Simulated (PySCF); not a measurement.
# Run report: C$_{8}$H$_{12}$O$_{8}$Si, geometry relaxation (part 1 of 2)

System: C$_{8}$H$_{12}$O$_{8}$Si (Si(OAc)4), SMILES CC(=O)O[Si](OC(C)=O)(OC(C)=O)OC(C)=O.
Method: PBE0-D3(BJ)/def2-SVP geometry optimisation, gas phase (PySCF 2.14.0).

It belongs to a series of runs on one base structure; here: ligand (all four): Me to OAc1.

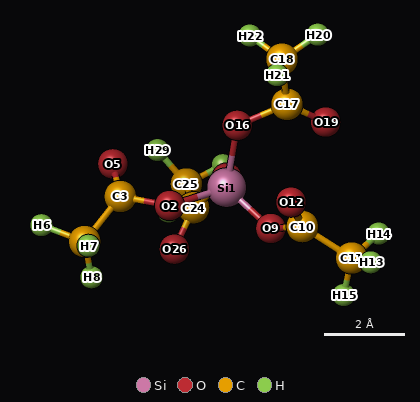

*The structure as given in the input (ball-and-stick view, seen at a tilt; atoms are numbered from 1 in the order of the input).*

Bond lengths as drawn: C–C 1.48 to 1.54 Å, C–H 1.04 to 1.18 Å, C–O 1.17 to 1.40 Å and O–Si 1.57 to 1.74 Å.

### Summary

| quantity | value |
| --- | --- |
| outcome | converged |
| total energy | −1201.757456 hartree |
| dipole moment | 0.14 D |
| point group | C1 |
| hardware | 2 CPU threads, shared host |
| wall time | 27 min (CPU time 56 min) |
| peak memory | 2.8 GiB |

### Input file
```
{"job": {"xc": "PBE0", "basis": "def2-SVP", "d3": "d3bj", "grid": 1, "maxiter": 40, "shake": 0.03, "kind": "geom"}, "charge": 0, "multiplicity": 1}
Si     0.059710    -0.075720     0.010010
O     -0.409140     0.158420     1.565540
C     -1.410780    -0.528940     2.198450
C     -1.031450    -0.493010     3.691330
O     -2.245270    -1.101120     1.616850
H     -2.046490    -0.790390     4.213290
H     -0.782960     0.483110     4.017730
H     -0.285430    -1.189780     3.906590
O      1.593140     0.295270    -0.097090
C      2.159800     1.470660    -0.377230
C      3.521860     1.314280    -0.930070
O      1.612320     2.512410    -0.192980
H      4.002830     2.293370    -0.916890
H      3.401440     1.045060    -1.981860
H      4.058760     0.497800    -0.430130
O     -0.907380     1.094150    -0.839390
C     -0.514070     1.709510    -2.002380
C     -1.367870     2.915220    -2.236730
O      0.374630     1.249160    -2.664460
H     -1.288810     3.245500    -3.266890
H     -1.033870     3.677660    -1.609060
H     -2.361380     2.639010    -2.057410
O     -0.285700    -1.465270    -0.628420
C     -0.313650    -2.621400     0.156550
C     -1.028180    -3.757610    -0.476230
O      0.230960    -2.658570     1.228080
H     -0.847780    -4.731780     0.013860
H     -0.852790    -3.705390    -1.519990
H     -2.122000    -3.523820    -0.360520
```

The first line tells a small driver script what to run in PySCF; the rest is the geometry in Å.

Command:
```bash
OMP_NUM_THREADS=2 python <driver script> task.json out
```

### What the program printed
```
step   0  E = -1201.71351965  max force = 0.113701
step   1  E = -1201.74178875  max force = 0.055598
step   2  E = -1201.74668896  max force = 0.028449
step   3  E = -1201.75577981  max force = 0.009629
step   4  E = -1201.75577324  max force = 0.007005
step   5  E = -1201.75678925  max force = 0.003101
step   6  E = -1201.75681728  max force = 0.002957
step   7  E = -1201.75703430  max force = 0.001663
step   8  E = -1201.75714278  max force = 0.001559
step   9  E = -1201.75722100  max force = 0.001867
step  10  E = -1201.75724171  max force = 0.001093
step  11  E = -1201.75728034  max force = 0.001578
step  12  E = -1201.75732132  max force = 0.000974
step  13  E = -1201.75738687  max force = 0.001432
step  14  E = -1201.75741298  max force = 0.002058
step  15  E = -1201.75741755  max force = 0.002100
step  16  E = -1201.75744868  max force = 0.000779
step  17  E = -1201.75745632  max force = 0.000265
optimisation converged
```

### Trajectory as extended XYZ (Å, eV, eV/Å), 8 of the 18 frames kept, from step=0 to step=17
```
29
Properties=species:S:1:pos:R:3:forces:R:3 step=0 energy=-32700.29047
Si    0.0597   -0.0757    0.0100   -2.9360   4.4157  -0.0515
O    -0.4091    0.1584    1.5655   -0.2896  -0.2086   0.1320
C    -1.4108   -0.5289    2.1984    3.9871   1.4908   2.0919
C    -1.0314   -0.4930    3.6913   -5.8467  -0.5487  -0.6059
O    -2.2453   -1.1011    1.6168   -2.2603  -1.1527  -0.8192
H    -2.0465   -0.7904    4.2133    2.0614   0.3417  -0.4814
H    -0.7830    0.4831    4.0177    0.5624   1.3216   0.2289
H    -0.2854   -1.1898    3.9066    1.5768  -1.4697   0.2650
O     1.5931    0.2953   -0.0971    2.0271  -0.5502  -0.1000
C     2.1598    1.4707   -0.3772    0.6971   0.4939   0.0009
C     3.5219    1.3143   -0.9301    0.0507   0.0481  -0.2021
O     1.6123    2.5124   -0.1930   -0.4420   0.5666   0.1666
H     4.0028    2.2934   -0.9169    0.3826  -0.0136   0.2301
H     3.4014    1.0451   -1.9819   -0.0593  -0.2380  -0.3273
H     4.0588    0.4978   -0.4301    0.1855   0.1993   0.0168
O    -0.9074    1.0941   -0.8394    1.0261  -0.4218  -0.0199
C    -0.5141    1.7095   -2.0024   -0.4741  -1.0761   1.2598
C    -1.3679    2.9152   -2.2367    1.3404  -1.4347  -1.9904
O     0.3746    1.2492   -2.6645    0.1032   0.3664  -0.3641
H    -1.2888    3.2455   -3.2669    0.2146   0.1287  -0.4347
H    -1.0339    3.6777   -1.6091    0.5033   1.6170   1.5245
H    -2.3614    2.6390   -2.0574   -1.9109  -0.2770   0.6570
O    -0.2857   -1.4653   -0.6284   -0.8083  -4.2908  -0.3424
C    -0.3136   -2.6214    0.1565    0.7376  -0.0549   0.2280
C    -1.0282   -3.7576   -0.4762   -1.4634   0.5833   1.1687
O     0.2310   -2.6586    1.2281   -0.1446   0.2694  -0.4951
H    -0.8478   -4.7318    0.0139    0.2667   0.4307  -0.2443
H    -0.8528   -3.7054   -1.5200    0.3280  -0.4073  -1.4679
H    -2.1220   -3.5238   -0.3605    0.5846  -0.1292  -0.0237
29
Properties=species:S:1:pos:R:3:forces:R:3 step=2 energy=-32701.19305
Si   -0.0522    0.0235    0.0396    0.3517  -0.3054   0.0150
O    -0.4637    0.1491    1.6445   -0.4011  -0.4604  -1.4629
C    -1.4279   -0.5683    2.2818   -0.2457   0.0702   0.2864
C    -1.0811   -0.4367    3.7096    0.5515  -0.0176   0.5082
O    -2.3523   -1.1748    1.7916    1.2865   0.8214  -0.0617
H    -1.9279   -0.6893    4.3007   -0.9276  -0.4136   0.8906
H    -0.7489    0.5958    3.9451    0.0054  -0.4830  -0.1421
H    -0.2555   -1.1575    3.9125   -0.2609   0.3854  -0.0261
O     1.5710    0.3593   -0.0790   -0.1822   0.0718  -0.0465
C     2.2018    1.5497   -0.3024   -0.2087  -0.1281  -0.0254
C     3.5506    1.3155   -0.9109   -0.1387   0.2620  -0.1553
O     1.6876    2.6099   -0.0692    0.1295  -0.4108  -0.0883
H     4.1485    2.2334   -0.8576    0.0264  -0.0520   0.0350
H     3.3826    1.0642   -1.9755   -0.0025   0.0000   0.1671
H     4.0603    0.4645   -0.4446    0.0080  -0.0051   0.0553
O    -0.9902    1.1247   -0.7775    0.0635  -0.1498   0.2262
C    -0.6105    1.6257   -1.9640    0.0985   0.4690  -0.5371
C    -1.3554    2.8774   -2.2937   -0.3194   0.2547  -0.0117
O     0.2559    1.1338   -2.6397   -0.1305  -0.0864   0.2704
H    -1.1997    3.1277   -3.3545   -0.0195   0.0104   0.1843
H    -0.9531    3.6984   -1.6529   -0.2135  -0.3923  -0.2482
H    -2.4400    2.7544   -2.0749    0.4886   0.1188  -0.0407
O    -0.3541   -1.4816   -0.6196   -0.3467   0.0911  -0.3610
C    -0.2760   -2.6597    0.0526   -0.1138   0.6673   0.0425
C    -1.0357   -3.7823   -0.5685    0.0636   0.3972  -0.6466
O     0.3090   -2.6917    1.0921    0.4411  -0.5267   0.7227
H    -0.7510   -4.7306   -0.1127    0.1154  -0.1417   0.0239
H    -0.9127   -3.7833   -1.6705    0.0293  -0.0910   0.3628
H    -2.0985   -3.5933   -0.3717   -0.1480   0.0444   0.0631
29
Properties=species:S:1:pos:R:3:forces:R:3 step=5 energy=-32701.46789
Si   -0.0289    0.0308    0.0331   -0.1450   0.0918   0.0172
O    -0.3540    0.1590    1.6568    0.0753  -0.0093  -0.0066
C    -1.3617   -0.4694    2.3079    0.0687  -0.0214  -0.0191
C    -1.1452   -0.4635    3.7869   -0.1595  -0.0511   0.0233
O    -2.2736   -0.9855    1.7237   -0.0092   0.0081   0.0553
H    -2.0785   -0.7291    4.3025    0.1032   0.0252  -0.0389
H    -0.7634    0.5082    4.1251   -0.0122   0.0158  -0.0060
H    -0.3759   -1.2196    4.0127   -0.0063   0.0149  -0.0211
O     1.5949    0.2844   -0.1597    0.0945  -0.0125  -0.0981
C     2.2026    1.4749   -0.3924    0.0001  -0.0145   0.1093
C     3.5865    1.2915   -0.9205    0.0022   0.0083  -0.0181
O     1.6529    2.5231   -0.2005   -0.0239  -0.0163  -0.0227
H     4.1429    2.2326   -0.8520   -0.0021   0.0031  -0.0035
H     3.4969    0.9962   -1.9777    0.0157  -0.0161  -0.0093
H     4.1039    0.4807   -0.3913   -0.0009   0.0070   0.0034
O    -0.9576    1.1756   -0.7430    0.0365  -0.0373   0.0562
C    -0.6485    1.6400   -1.9764   -0.0250  -0.0506  -0.0202
C    -1.4022    2.8839   -2.3082    0.0202   0.0072  -0.0075
O     0.1636    1.0936   -2.6728   -0.0044   0.0264   0.0137
H    -1.3042    3.1084   -3.3755    0.0042   0.0094  -0.0097
H    -0.9613    3.7017   -1.7166   -0.0100   0.0015   0.0015
H    -2.4564    2.7925   -2.0154    0.0023  -0.0067   0.0008
O    -0.4141   -1.4547   -0.5982   -0.1259  -0.1099  -0.0159
C    -0.2578   -2.6285    0.0636    0.1526   0.0595  -0.0147
C    -1.0154   -3.7456   -0.5729   -0.0517   0.0721  -0.0127
O     0.4115   -2.7069    1.0563   -0.0081  -0.0171   0.0677
H    -0.6716   -4.7091   -0.1800    0.0040   0.0309   0.0098
H    -0.9265   -3.7047   -1.6661    0.0026  -0.0026  -0.0094
H    -2.0780   -3.6025   -0.3187    0.0020  -0.0158  -0.0250
29
Properties=species:S:1:pos:R:3:forces:R:3 step=7 energy=-32701.47456
Si   -0.0349    0.0266    0.0300   -0.0159  -0.0250   0.0481
O    -0.3225    0.1525    1.6606    0.0383  -0.0031   0.0071
C    -1.3276   -0.4647    2.3259   -0.0616   0.0268  -0.0194
C    -1.1268   -0.4126    3.8035    0.0855   0.0003  -0.0023
O    -2.2395   -0.9976    1.7571    0.0018   0.0114  -0.0175
H    -2.0546   -0.6759    4.3198   -0.0430  -0.0138   0.0179
H    -0.7608    0.5748    4.1133   -0.0140   0.0086   0.0053
H    -0.3467   -1.1483    4.0554    0.0074   0.0050   0.0096
O     1.5938    0.2543   -0.1868    0.0368  -0.0097  -0.0607
C     2.2041    1.4457   -0.3985   -0.0228  -0.0284  -0.0025
C     3.5984    1.2697   -0.9031    0.0130   0.0066   0.0197
O     1.6450    2.4913   -0.2183    0.0065   0.0139   0.0202
H     4.1461    2.2155   -0.8284   -0.0012   0.0028  -0.0105
H     3.5353    0.9645   -1.9596   -0.0022  -0.0054   0.0042
H     4.1125    0.4678   -0.3572    0.0020   0.0029   0.0038
O    -0.9675    1.1774   -0.7246   -0.0299   0.0074  -0.0114
C    -0.6788    1.6320   -1.9676    0.0316   0.0152   0.0017
C    -1.4343    2.8750   -2.2977   -0.0038   0.0044   0.0050
O     0.1270    1.0844   -2.6696   -0.0186  -0.0149  -0.0016
H    -1.3432    3.0982   -3.3662   -0.0012  -0.0005   0.0009
H    -0.9912    3.6942   -1.7099   -0.0008  -0.0005   0.0022
H    -2.4860    2.7840   -1.9963   -0.0098  -0.0046  -0.0084
O    -0.4407   -1.4541   -0.6030   -0.0194   0.0137  -0.0159
C    -0.2702   -2.6293    0.0478   -0.0361   0.0018   0.0443
C    -1.0060   -3.7434   -0.6196    0.0356  -0.0087  -0.0125
O     0.3742   -2.7114    1.0568    0.0339  -0.0108  -0.0242
H    -0.6651   -4.7069   -0.2257   -0.0078  -0.0008   0.0080
H    -0.8829   -3.6932   -1.7093   -0.0004  -0.0013  -0.0052
H    -2.0769   -3.6129   -0.3983   -0.0039   0.0068  -0.0060
```
